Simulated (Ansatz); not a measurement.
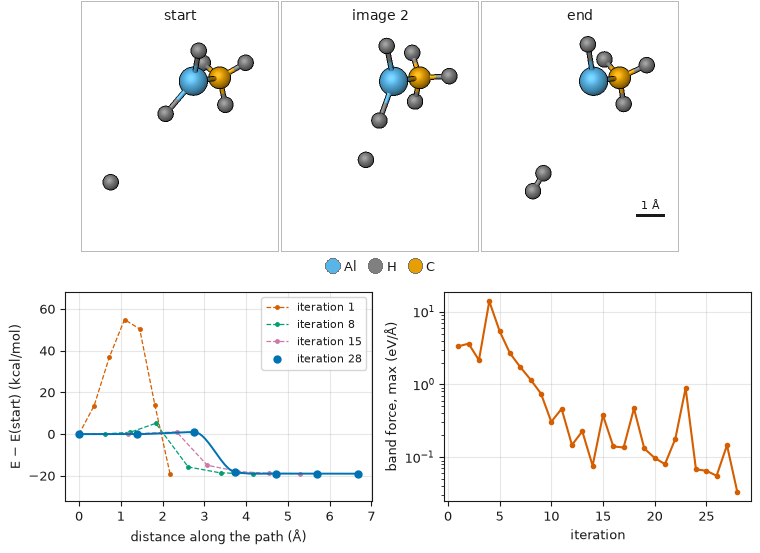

A nudged-elastic-band calculation for CH6Al (multiplicity 2), made up at the start of CH5Al and H. Images are numbered from 0 (start) to 6 (end). The plot follows the band through its iterations. Style: ball-and-stick. Shown from a free direction.

Computed with UKS PBE0/def2-SVP in Ansatz 0.2.0. Settings: 5 movable images; climbing image; force threshold 0.05 eV/Å; iteration limit 60; starting path by straight interpolation.

Q: Judge this run.

A: The run is converged, with reservations. The band converged in 28 iterations. The largest component of the band force went from 3.3 to 0.033 eV/Å. The climbing image converged on the top of the path. Its curvatures weren't checked. The straight starting path can push atoms close together and costs iterations. The first iteration put the highest image at 54.9 kcal/mol. The energy climbs by 1.0 kcal/mol to image 2 and then falls by 19.9 kcal/mol, so the end point sits at −19.0 kcal/mol.

Limits of the set-up: the start holds two separate molecules, 3.2 Å apart at their closest, whose relative position is a soft coordinate and is computed without a dispersion correction.
